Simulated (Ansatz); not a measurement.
## A computed series for ZnInGaO4: response to strain

Start from ZnInGaO₄ (space group R3m, No. 160).

```
CELL_PARAMETERS angstrom
      1.65535     0.95571     8.58736
     -1.65535     0.95571     8.58736
      0.00000    -1.91143     8.58736
ATOMIC_POSITIONS crystal
  In 0.99693 0.99693 0.99693
  Ga 0.21290 0.21290 0.21290
  Zn 0.78126 0.78126 0.78126
  O  0.13651 0.13651 0.13651
  O  0.87897 0.87897 0.87897
  O  0.28863 0.28863 0.28863
  O  0.70480 0.70480 0.70480
```

Cartesian axes are those of the cell as printed.

Strains are applied to the cell and any free atomic positions relax; under biaxial strain the out-of-plane vector relaxes too.

All numbers come from DFT with r2SCAN, PAW potentials and a 500 eV plane-wave cutoff in Ansatz (a first-principles code), spin-orbit coupling left out.

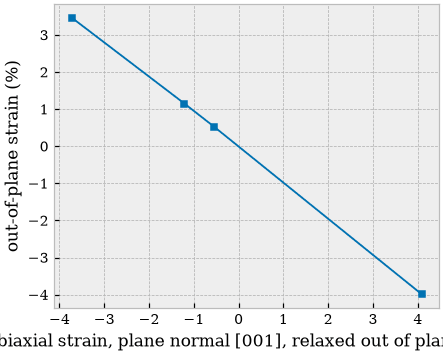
Fig. 1. Out-of-plane strain against biaxial strain, plane normal [001], relaxed out of plane

### Question
From the plot, what is the out-of-plane strain for biaxial strain +4.09 %, plane normal [001], relaxed out of plane?

### Answer
About -4.0 %.

### Question
Is the trend monotonic over the range shown?

### Answer
Yes, it falls throughout, spanning -3.99 % to +3.47 %.

Whether these cells are dynamically stable was not tested.
